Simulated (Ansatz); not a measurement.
## ZrB2 under a change: H interstitial (started 1.77 Å from the nearest host atom)

The reference is a 12-atom supercell of ZrB₂ (space group P6/mmm, No. 191; a = 3.171 Å, c = 3.541 Å) at its relaxed geometry.

The change: a neutral H interstitial (started 1.77 Å from the nearest host atom), atoms relaxed at fixed cell, starting from a slightly rattled geometry.

Computed with PBE/PAW in Ansatz (a first-principles code), spin-orbit coupling left out. Settings: 11×11×11 k-points, 0.05 eV Fermi–Dirac smearing.

The pressure goes from zero to 5.8 GPa and the largest displacement of a host atom from its site in the perfect cell comes out as 0.11 Å. The final site of the added atom is 2 B at 1.33 Å and 2 Zr at 1.95 Å.

Final structure:

```
Zr4B8H
1.0
    6.34286     0.00000     0.00000
   -3.17143     5.49308     0.00000
    3.17143     5.49308     3.54132
Zr B H
4 8 1
Direct
  0.99997   0.99080   0.99957
  0.00013   0.49087   0.99957
  0.50005   0.99128   0.99957
  0.50004   0.48490   0.99957
  0.66013   0.81969   0.49957
  0.66710   0.32800   0.49957
  0.16706   0.82388   0.49957
  0.18554   0.33896   0.49956
  0.83305   0.65688   0.49957
  0.81456   0.15346   0.49956
  0.33301   0.66095   0.49957
  0.33998   0.15961   0.49957
  0.00004   0.11180   0.49958
```

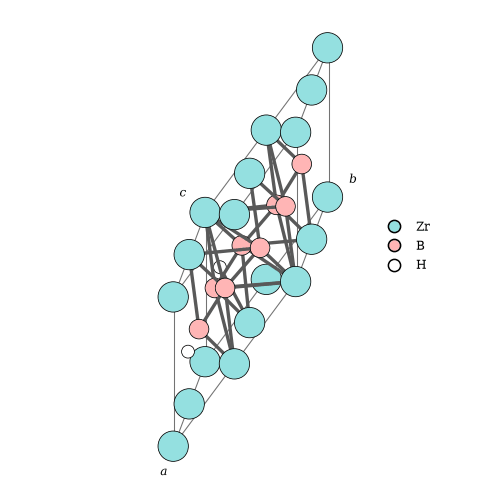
Figure. The relaxed cell after the change

In so small a cell the defect repeats every few ångströms: this is an ordered compound, not a dilute defect. All final runs are without spin polarisation. The defect cell is not spin-polarised.
